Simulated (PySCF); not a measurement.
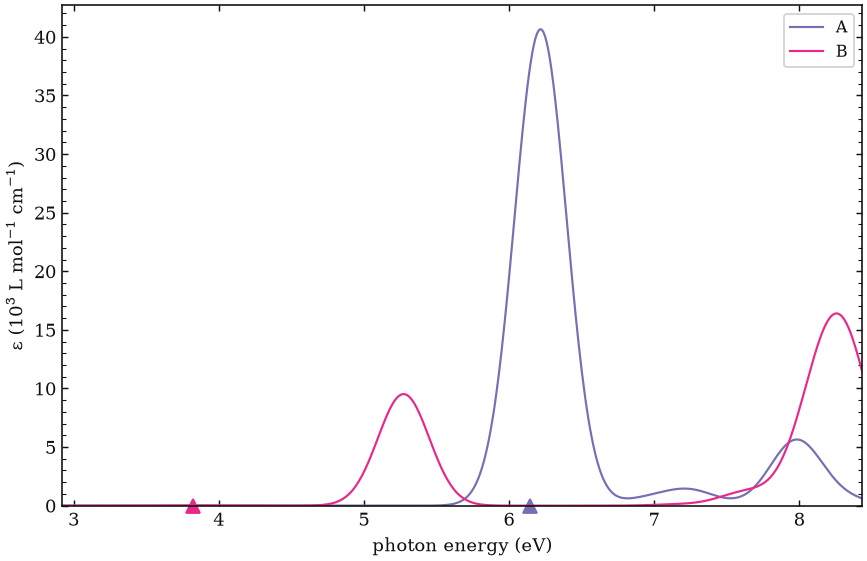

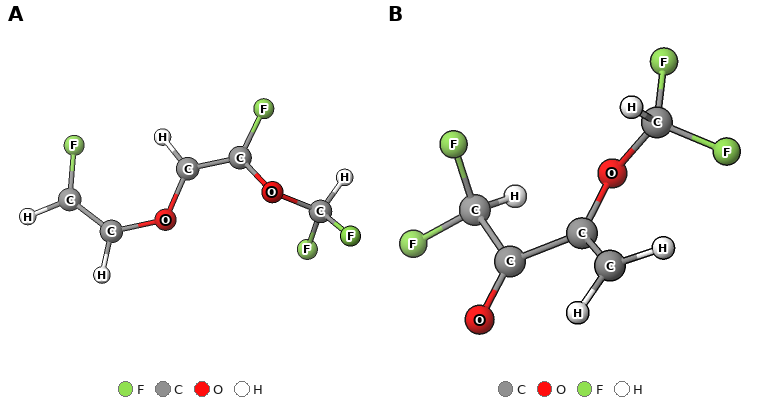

Related molecules: A is C₅H₄F₄O₂, SMILES F/C=C\O/C=C(/F)OC(F)F; B is C₅H₄F₄O₂, SMILES C=C(OC(F)F)C(=O)C(F)F. Vertical TDDFT absorption, ωB97X-D/def2-SVPD with PySCF, at a PBE0-D3(BJ)/def2-SVP geometry (no frequency check); Gaussians of 1/e half-width 0.25 eV, triangles mark S1, and the range ends where the computed states of one molecule run out.

How does the lowest singlet move?

Answer. A: 6.15 eV (f = 0.079, mainly HOMO → LUMO+1 (64 %)); B: 3.82 eV (f = 0.000, mainly HOMO−1 → LUMO (87 %)). From A to B it shifts 2.32 eV to the red, but one of these states is bright and the other nearly dark, so it isn't one band that moves.

And the brightest state of each within the range drawn?

Answer. A: S2 at 6.23 eV, f = 0.56; B: S2 at 5.27 eV, f = 0.15.

Caveats, for all or some of the runs: core orbitals are frozen in the response; one conformer of a flexible molecule.
